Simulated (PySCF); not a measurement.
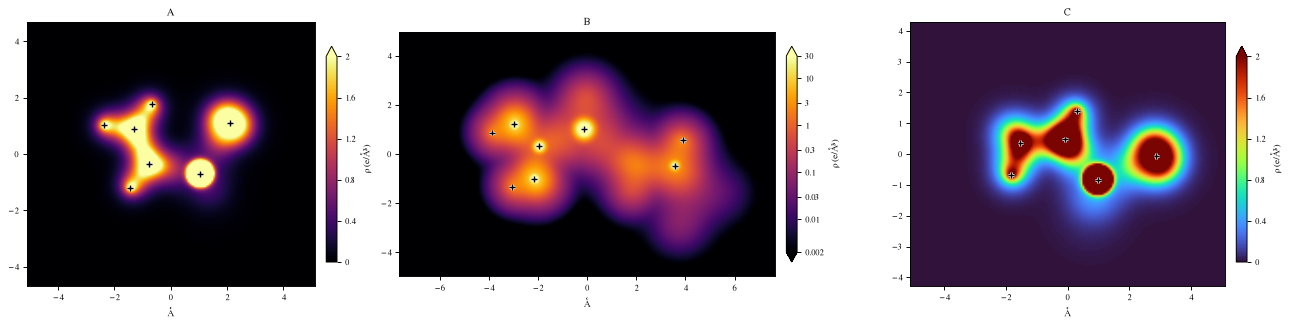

The total electron density of 3 systems, each on a plane through atoms (crosses mark nuclei in the plane).

Computed with PBE0/pcSseg-1, SCF density, gas phase, non-relativistic (PySCF).

System 1: CH4Cl3NSi, the plane of atoms Cl2, Si1 and N5. Geometry: PBE0-D3(BJ)/def2-SVP.

```tsv
atom	x (Å)	y (Å)	z (Å)
Si	0.5431	0.8905	0.8359
Cl	0.4962	0.9101	2.8818
Cl	2.4934	0.9205	0.1963
Cl	-0.2998	2.6106	0.0982
N	-0.2856	-0.4902	0.3236
C	-0.5058	-0.8775	-1.0508
H	-0.6337	-1.1249	1.0324
H	-1.5792	-0.9640	-1.2886
H	-0.0875	-0.1169	-1.7264
H	-0.0165	-1.8349	-1.2979
```

System 2: C4H6Cl2Si (Si(vinyl)2Cl2), the plane of atoms C8, C7 and H9. Geometry: PBE0-D3(BJ)/def2-SVP.

```xyz
13

Si   -0.4879   -0.3483   -0.4742
C    -0.7137   -0.6380    1.3413
C    -1.4115    0.1665    2.1495
H    -0.2545   -1.5439    1.7596
H    -1.8938    1.0753    1.7741
H    -1.5327   -0.0504    3.2161
C     1.2804   -0.2746   -1.0207
C     1.8366    0.7760   -1.6324
H     1.8961   -1.1634   -0.8262
H     1.2598    1.6804   -1.8538
H     2.8884    0.7752   -1.9391
Cl   -1.4423    1.4124   -1.0014
Cl   -1.3943   -1.9194   -1.4707
```

System 3: C3H13BO2Si3, the plane of atoms O3, B2 and Si4. Geometry: GFN2-xTB.

```xyz
22

O     4.3202   -0.5686    0.9891
B     3.0944   -0.8772    0.5009
O     2.8467   -2.0060   -0.2031
Si    1.6590    0.4266    0.7736
C    -0.1688   -0.2063    0.8576
C    -0.7418    0.3063   -0.4841
C    -2.1592    0.8562   -0.3652
Si   -3.4395   -0.4388    0.1775
Si    0.6398    1.5514   -1.0065
H     5.0408   -1.1866    0.8388
H     3.5711   -2.6173   -0.3581
H     1.9019    1.3156    1.9358
H    -0.6963    0.2685    1.6852
H    -0.3062   -1.2809    0.9791
H    -0.7633   -0.5267   -1.1945
H    -2.1551    1.6945    0.3359
H    -2.4601    1.2694   -1.3317
H    -4.7785    0.1593    0.1623
H    -3.4117   -1.5699   -0.7549
H    -3.1745   -0.9310    1.5306
H     0.1817    2.9398   -0.8506
H     0.9890    1.4411   -2.4332
```

### Match each panel to its system.

Panel A is system 2, C4H6Cl2Si: the plane holds Si, C, H and Cl. C–C (1.34 Å): the density is about 2.2 e/Å³ at the midpoint. Panel B is system 3, C3H13BO2Si3: the plane holds O, B, Si, C and H. B–O (1.35 Å): ρ is about 2.1 e/Å³ halfway. Panel C is system 1, CH4Cl3NSi: the plane holds Si, Cl, N, C and H. C–N (1.44 Å): ρ is about 1.9 e/Å³ halfway.
